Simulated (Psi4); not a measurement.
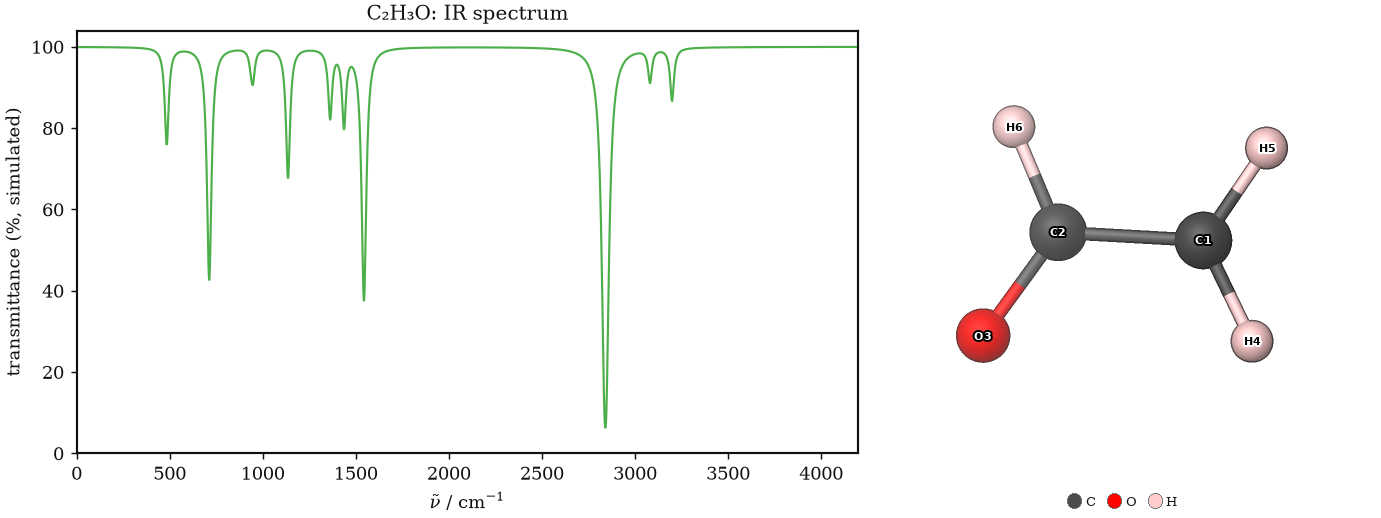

Infrared spectrum of C₂H₃O, SMILES C=C[O], doublet. Unscaled harmonic wavenumbers and double-harmonic intensities, BP86/6-31G(d,p) (dispersion D3(BJ)) in Psi4 1.11, at a geometry relaxed at this level, isolated molecule. Lorentzian lines of 24 cm⁻¹ full width. Close modes add up in the curve.

Which lines are the most intense?

Answer. 2840.5 cm⁻¹ (113.6 km/mol), 1543.6 cm⁻¹ (40.0 km/mol) and 712.4 cm⁻¹ (34.9 km/mol).

List the modes.

Answer.
```csv
cm⁻¹,km/mol
413.0,0.0
484.1,11.2
712.4,34.9
937.2,1.3
947.3,3.1
1135.7,15.9
1362.1,7.7
1436.5,8.6
1543.6,40.0
2840.5,113.6
3080.3,3.5
3198.7,5.7
```

Note: double-zeta basis.
